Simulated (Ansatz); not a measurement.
**Geometry relaxation of Si$_{2}$H$_{5}$ClF$_{2}$ (part 1 of 2)**

Si$_{2}$H$_{5}$ClF$_{2}$, computed with RKS PBE0-D4/6-31G* (Ansatz 0.2.0).

It belongs to a series of runs on one base structure; here: end point B relaxed. Figures and captions count atoms from 1; the log counts them from 0 in places.

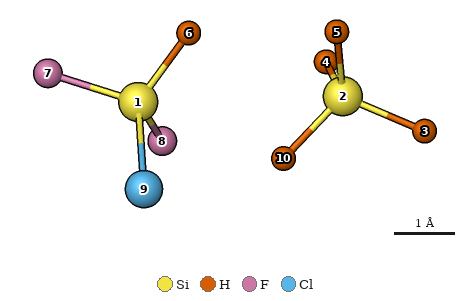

The structure as given in the input (ball-and-stick view, seen at a tilt; atoms are numbered from 1 in the order of the input). Bond lengths as drawn: Cl–Si 2.09 Å, F–Si 1.59 Å and H–Si 1.47 to 1.49 Å.

### Input
```yaml
crystal:
  periodic: [false, false, false]
  atoms:
    - { symbol: Si, position_ang: [-0.466848, 0.217084, -0.387237] }
    - { symbol: Si, position_ang: [-0.193822, -0.225685, 3.00279] }
    - { symbol: H, position_ang: [-0.562013, -0.80357, 4.321923] }
    - { symbol: H, position_ang: [1.004197, -0.9253, 2.467615] }
    - { symbol: H, position_ang: [0.118215, 1.221777, 3.158062] }
    - { symbol: H, position_ang: [0.375945, 0.969213, 0.547902] }
    - { symbol: F, position_ang: [-0.144368, 0.687409, -1.870073] }
    - { symbol: F, position_ang: [-0.1962, -1.345119, -0.310183] }
    - { symbol: Cl, position_ang: [-2.497038, 0.581749, -0.028361] }
    - { symbol: H, position_ang: [-1.319068, -0.365658, 2.064363] }
basis:
  gaussian: { orbitals: "6-31G*" }
hamiltonian:
  xc: pbe0
  dispersion: d4
relax:
  f_tol: 0.03
  max_steps: 50
output:
  orbitals: {}
```

Hardware: 2 threads of Arm Neoverse V2, 24 GiB of memory available, shared host.

Launched with:
```bash
ansatz run input.yaml --threads 2 --pin off --max-ram 3072MiB --backend cpu --events-out ev --progress --plain --runs-dir out
```

### The program's output
```
The last accepted step is kept in [file] (removed where the run ends without a failure and the disk answers)
Engine: ansatz 0.2.0, aarch64-unknown-linux-gnu
Functional definition: PBE0
  parameter a = 0.25
  parameter kappa = 0.804
  parameter beta = 0.06672455060314922
  exchange = (1 - a)*pbe_x(kappa = kappa, mu = beta*pi^2/3) + a*exact_x
  correlation = pbe_c(beta = beta)
976 factors; integrals over basis functions are off by at most 7.5e-4 eV
mean field evaluation 1: about -33777.2382 eV, gradient 3.7e1 eV
mean field evaluation 2: about -33775.1225 eV, gradient 5.4e1 eV
mean field evaluation 4: about -33779.3894 eV, gradient 9.4e-1 eV
mean field evaluation 8: about -33779.4174 eV, gradient 2.7e-2 eV
mean field -33779.41737697 eV, -1241.3706920923 hartree, gradient 2.3e-5 eV, S^2 0.000000; 0 other end points of the search recorded, 0 dependent functions left out
the calculation of the forces begins
reference -33779.41740821 eV, -1241.3706932403 hartree; 34, 34 occupied and 63, 63 virtual orbitals, 976 factors
relax step   1: F+E_penalty+E_count = -33779.62421164 eV  Δ(F+E_penalty+E_count) = +0.000e0 eV  max|allowed force component| = 1.094e0 eV/Å  Δτ_max = 0.0000 Å  (24 SCF iters, accepted)
these checks for a lower state are left out or cut short: starts, cluster_reference, orbital_swaps, neighbouring_geometries, increment
976 factors; integrals over basis functions are off by at most 7.7e-4 eV
mean field evaluation 16: about -33779.5425 eV, gradient 6.1e-2 eV
mean field -33779.56801896 eV, -1241.3762280832 hartree, gradient 7.1e-6 eV, S^2 0.000000; 0 other end points of the search recorded, 0 dependent functions left out
[... from here on the field's lines of each further geometry are left out, up to the last ...]
relax step   2: F+E_penalty+E_count = -33779.76509411 eV  Δ(F+E_penalty+E_count) = -1.409e-1 eV  max|allowed force component| = 2.782e-1 eV/Å  Δτ_max = 0.1946 Å  (28 SCF iters, accepted)
relax step   3: F+E_penalty+E_count = -33779.79043144 eV  Δ(F+E_penalty+E_count) = -2.534e-2 eV  max|allowed force component| = 1.240e-1 eV/Å  Δτ_max = 0.0904 Å  (26 SCF iters, accepted)
relax step   4: F+E_penalty+E_count = -33779.80456661 eV  Δ(F+E_penalty+E_count) = -1.414e-2 eV  max|allowed force component| = 2.618e-1 eV/Å  Δτ_max = 0.1804 Å  (26 SCF iters, accepted)
relax step   5: F+E_penalty+E_count = -33779.80910346 eV  Δ(F+E_penalty+E_count) = -4.537e-3 eV  max|allowed force component| = 7.145e-2 eV/Å  Δτ_max = 0.0328 Å  (27 SCF iters, accepted)
relax step   6: F+E_penalty+E_count = -33779.81003465 eV  Δ(F+E_penalty+E_count) = -9.312e-4 eV  max|allowed force component| = 2.855e-2 eV/Å  Δτ_max = 0.0319 Å  (27 SCF iters, accepted)
relax step   7: F+E_penalty+E_count = -33779.81047693 eV  Δ(F+E_penalty+E_count) = -4.423e-4 eV  max|allowed force component| = 5.322e-2 eV/Å  Δτ_max = 0.0378 Å  (26 SCF iters, accepted)
relax step   8: F+E_penalty+E_count = -33779.80923323 eV  Δ(F+E_penalty+E_count) = +1.244e-3 eV  max|allowed force component| = 3.593e-1 eV/Å  Δτ_max = 0.0345 Å  (28 SCF iters, rejected (line search))
relax step   9: F+E_penalty+E_count = -33779.81082272 eV  Δ(F+E_penalty+E_count) = -3.458e-4 eV  max|allowed force component| = 7.579e-3 eV/Å  Δτ_max = 0.0167 Å  (27 SCF iters, accepted)
relax step  10: F+E_penalty+E_count = -33779.81140859 eV  Δ(F+E_penalty+E_count) = -5.859e-4 eV  max|allowed force component| = 7.608e-2 eV/Å  Δτ_max = 0.0760 Å  (27 SCF iters, accepted)
relax step  11: F+E_penalty+E_count = -33779.81174788 eV  Δ(F+E_penalty+E_count) = -3.393e-4 eV  max|allowed force component| = 5.143e-2 eV/Å  Δτ_max = 0.0190 Å  (27 SCF iters, accepted)
relax step  12: F+E_penalty+E_count = -33779.81231995 eV  Δ(F+E_penalty+E_count) = -5.721e-4 eV  max|allowed force component| = 2.146e-2 eV/Å  Δτ_max = 0.0656 Å  (26 SCF iters, accepted)
relax step  13: F+E_penalty+E_count = -33779.81256116 eV  Δ(F+E_penalty+E_count) = -2.412e-4 eV  max|allowed force component| = 9.185e-2 eV/Å  Δτ_max = 0.1120 Å  (27 SCF iters, accepted)
relax step  14: F+E_penalty+E_count = -33779.81310803 eV  Δ(F+E_penalty+E_count) = -5.469e-4 eV  max|allowed force component| = 5.105e-2 eV/Å  Δτ_max = 0.0176 Å  (22 SCF iters, accepted)
the calculation of the forces begins
reference -33779.63508960 eV, -1241.3786928838 hartree; 34, 34 occupied and 63, 63 virtual orbitals, 976 factors
relax step  15: F+E_penalty+E_count = -33779.81358548 eV  Δ(F+E_penalty+E_count) = -4.774e-4 eV  max|allowed force component| = 2.278e-2 eV/Å  Δτ_max = 0.0308 Å  (26 SCF iters, accepted)
```

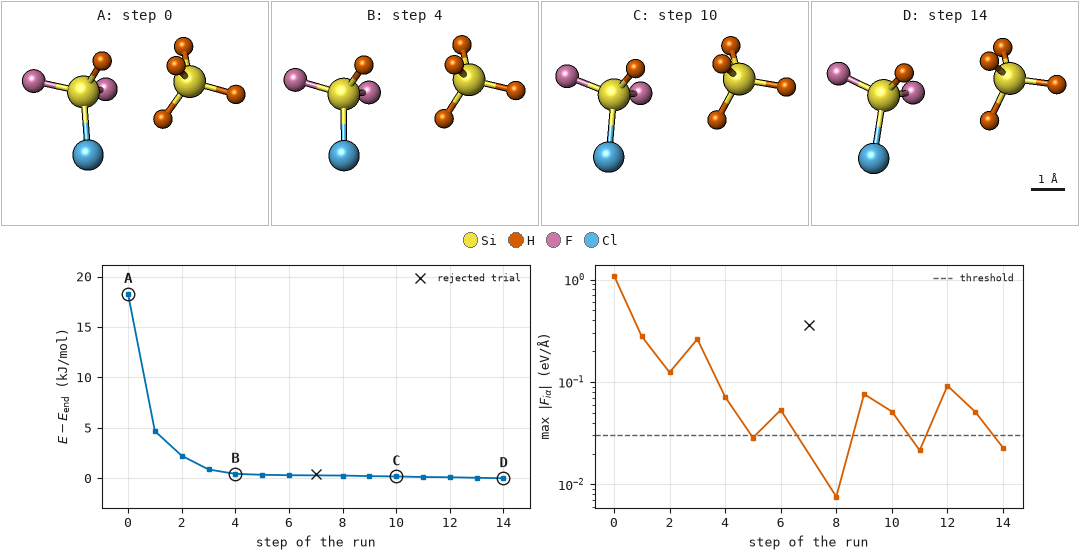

Frames of the relaxation (ball-and-stick view, seen at a tilt) above the curves, on which the letters mark them (the first geometry is step 0 here and step 1 in the log).

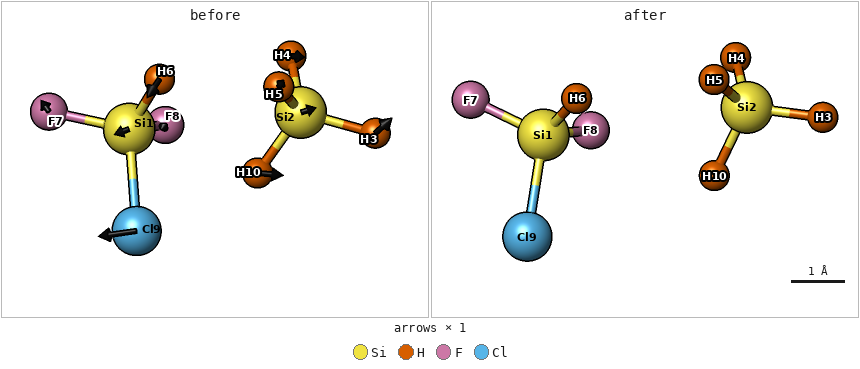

Before (left) and after (right) the relaxation, at one scale (ball-and-stick view, seen at a tilt). The black arrows give the displacements, at true length. Cl9 moves most after the best rigid fit: 0.80 Å. Largest moves by element: Cl 0.80 Å, H 0.52 Å, Si 0.33 Å, F 0.30 Å. Among the contacts that change: Si1–Cl9 2.094 → 2.029 Å, Si2–H10 1.472 → 1.488 Å. After 14 geometry steps the energy has fallen by 18.3 kJ/mol. Largest force component: 1.1 eV/Å at the start, 0.023 eV/Å at the end. The line search rejected the trial step at point 7 (counted from 0) and went back. (Atoms are counted from 1 in the order of the input.)

```
976 factors; integrals over basis functions are off by at most 7.7e-4 eV
mean field -33779.63505715 eV, -1241.3786916912 hartree, gradient 1.8e-5 eV, S^2 0.000000; 1 other end points of the search recorded, 0 dependent functions left out
the calculation of the forces begins
reference -33779.63508960 eV, -1241.3786928838 hartree; 34, 34 occupied and 63, 63 virtual orbitals, 976 factors
Total energy: -33779.81361794 eV, -1241.3852536791 hartree
Atom 0 at    -0.586893     0.353840    -0.656590 Å, force    -0.003851     0.009222     0.022783 eV/Å
Atom 1 at    -0.092757    -0.345178     3.288458 Å, force    -0.003576    -0.003220    -0.005164 eV/Å
Atom 2 at    -0.280715    -0.735375     4.710733 Å, force    -0.000578     0.000783     0.004409 eV/Å
Atom 3 at     0.995509    -1.155300     2.680493 Å, force    -0.000504    -0.002147    -0.000306 eV/Å
Atom 4 at     0.268413     1.097016     3.209924 Å, force     0.002864     0.001200    -0.001133 eV/Å
Atom 5 at    -0.022812     1.211806     0.393115 Å, force    -0.001136     0.001599    -0.002678 eV/Å
Atom 6 at     0.099894     0.677752    -2.052416 Å, force     0.003943     0.000729    -0.013514 eV/Å
Atom 7 at    -0.314492    -1.175745    -0.324396 Å, force     0.000301    -0.004982    -0.003081 eV/Å
Atom 8 at    -2.587571     0.648652    -0.821535 Å, force     0.000359    -0.004218    -0.004689 eV/Å
Atom 9 at    -1.359575    -0.565568     2.539016 Å, force     0.002177     0.001033     0.003373 eV/Å
Dipole moment:     0.115046     0.136534     0.214299 e Å
```

### Trajectory as extended XYZ (Å, eV, eV/Å), 15 frames, from step=1 to step=15
```
10
Properties=species:S:1:pos:R:3:forces:R:3 step=1 energy=-33779.62421
Si   -0.4668    0.2171   -0.3872   -1.0939   0.2258  -0.0841
Si   -0.1938   -0.2257    3.0028    0.2752  -0.0096   0.4845
H    -0.5620   -0.8036    4.3219   -0.0038  -0.0067   0.0094
H     1.0042   -0.9253    2.4676   -0.0003  -0.0012  -0.0015
H     0.1182    1.2218    3.1581   -0.0014  -0.0058  -0.0017
H     0.3759    0.9692    0.5479   -0.0015  -0.0034  -0.0059
F    -0.1444    0.6874   -1.8701   -0.0024  -0.0026  -0.0022
F    -0.1962   -1.3451   -0.3102   -0.0036   0.0192  -0.0018
Cl   -2.4970    0.5817   -0.0284    0.9334  -0.0898  -0.4556
H    -1.3191   -0.3657    2.0644   -0.1017  -0.1260   0.0589
10
Properties=species:S:1:pos:R:3:forces:R:3 step=2 energy=-33779.76509
Si   -0.5103    0.2452   -0.4950   -0.2460   0.1129  -0.0578
Si   -0.1558   -0.2477    3.1300    0.0557   0.0323  -0.0132
H    -0.5377   -0.8254    4.4411    0.0748   0.0056   0.0983
H     1.0301   -0.9388    2.5569    0.0207  -0.0133   0.0779
H     0.1345    1.2093    3.2386    0.0081  -0.0361   0.0717
H     0.3174    0.9936    0.4610   -0.0496  -0.0123  -0.0014
F    -0.1246    0.6898   -1.9711    0.0026  -0.0082  -0.0327
F    -0.2410   -1.3156   -0.3762   -0.0308   0.0007  -0.0032
Cl   -2.5013    0.6221   -0.2187    0.2782  -0.0418  -0.1049
H    -1.2925   -0.4207    2.2001   -0.1137  -0.0397  -0.0347
10
Properties=species:S:1:pos:R:3:forces:R:3 step=3 energy=-33779.79043
Si   -0.5267    0.2593   -0.5582    0.0698   0.0528  -0.0620
Si   -0.1431   -0.2595    3.1940    0.0004   0.0385  -0.1240
H    -0.5177   -0.8336    4.5081    0.0759   0.0039   0.1073
H     1.0422   -0.9482    2.6162    0.0198  -0.0134   0.0807
H     0.1417    1.1994    3.2948    0.0073  -0.0393   0.0730
H     0.2926    1.0074    0.4064   -0.0563  -0.0139  -0.0013
F    -0.1188    0.6921   -2.0326   -0.0028  -0.0147  -0.0131
F    -0.2611   -1.3012   -0.4225   -0.0344   0.0046  -0.0023
Cl   -2.5041    0.6397   -0.3073    0.0010  -0.0017  -0.0231
H    -1.2860   -0.4435    2.2679   -0.0808  -0.0167  -0.0353
10
Properties=species:S:1:pos:R:3:forces:R:3 step=4 energy=-33779.80457
Si   -0.5347    0.2939   -0.7043   -0.1436  -0.1139  -0.0057
Si   -0.1388   -0.2879    3.3030    0.0168  -0.0567   0.2618
H    -0.4230   -0.8405    4.6615   -0.0367   0.0147  -0.1283
H     1.0615   -0.9741    2.7552   -0.0200   0.0071  -0.0771
H     0.1466    1.1655    3.4444   -0.0148   0.0243  -0.0781
H     0.2389    1.0528    0.2833    0.0705   0.0225  -0.0033
F    -0.0991    0.6827   -2.1826    0.0251   0.0099   0.0454
F    -0.3037   -1.2688   -0.5223    0.0427   0.0627  -0.0086
Cl   -2.5150    0.6802   -0.4812    0.0004   0.0217  -0.0271
H    -1.3137   -0.4918    2.4098    0.0596   0.0077   0.0210
```
